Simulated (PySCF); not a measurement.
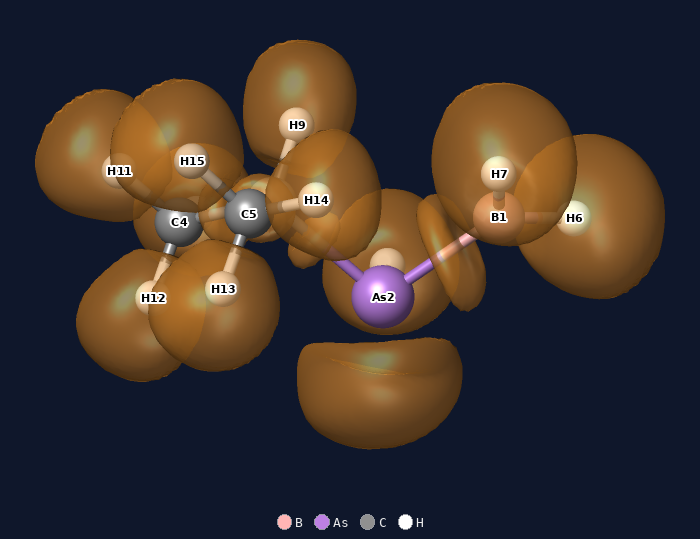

Figure 1: C3H10AsB (SMILES B[AsH]C(C)C). Isosurface of the ELF at 0.8 (orange), seen from one side. Only the valence region is drawn (cores and ρ < 0.01 e/Å³ removed).

Geometry: GFN2-xTB.

Level of theory: PySCF, PBE0/def2-SVPD, SCF density, gas phase.

| atom | x (Å) | y (Å) | z (Å) |
| --- | --- | --- | --- |
| B | 2.5861 | 0.2712 | -0.4289 |
| As | 1.2484 | 0.1350 | 1.0144 |
| C | -0.4145 | -0.2055 | -0.0906 |
| C | -1.4618 | -0.9305 | 0.7436 |
| C | -0.9486 | 1.1233 | -0.6059 |
| H | 3.6730 | -0.1431 | -0.2894 |
| H | 2.3576 | 0.8662 | -1.4131 |
| H | 1.5191 | -1.3152 | 1.3274 |
| H | -0.1461 | -0.8367 | -0.9457 |
| H | -1.0691 | -1.8807 | 1.1083 |
| H | -2.3565 | -1.1320 | 0.1538 |
| H | -1.7454 | -0.3251 | 1.6048 |
| H | -1.2391 | 1.7619 | 0.2295 |
| H | -0.1869 | 1.6446 | -1.1869 |
| H | -1.8204 | 0.9743 | -1.2432 |

Describe the localisation domains.

Answer. The ELF exceeds this value in one region between bonded As–B atoms (shared pairs), one region between bonded As–C atoms (shared pairs), two regions between bonded C–C atoms (shared pairs), ten regions around hydrogen nuclei and one lobe on As, pointing away from the bonds (lone pairs). Along the contacts the grid gives the following. C–C (1.52 Å): the ELF peaks at about 0.95 between the atoms, as expected for a shared electron pair. B–As (1.97 Å): the ELF peaks at about 0.95 between the atoms, as expected for a shared electron pair.
